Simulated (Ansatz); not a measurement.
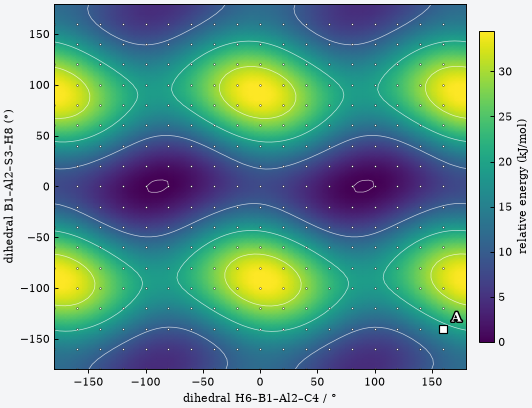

CH₅AlBNS, SMILES [BH2][Al]([SH])[CH]=N. Coordinates scanned: (1) dihedral H6–B1–Al2–C4; (2) dihedral B1–Al2–S3–H8. Nothing is relaxed (all other coordinates rigid). Grid: 18 × 18 points. Points are written as (first, second). Energies: kJ/mol, counted from the lowest grid point. The calculation used RKS PBE0-D4/def2-SVP in Ansatz 0.2.0.

In the figure: a smooth colour map with a few white contour lines, dots at the grid points, the point A. Between grid points the surface is interpolated.

> Is A at rest? If not, where is it pushed?

A, at (160°, −140°), is not a stationary point. The computed force is 0.18 kJ/mol for each degree towards smaller values of dihedral H6–B1–Al2–C4 and 0.37 kJ/mol for each degree towards smaller values of dihedral B1–Al2–S3–H8.
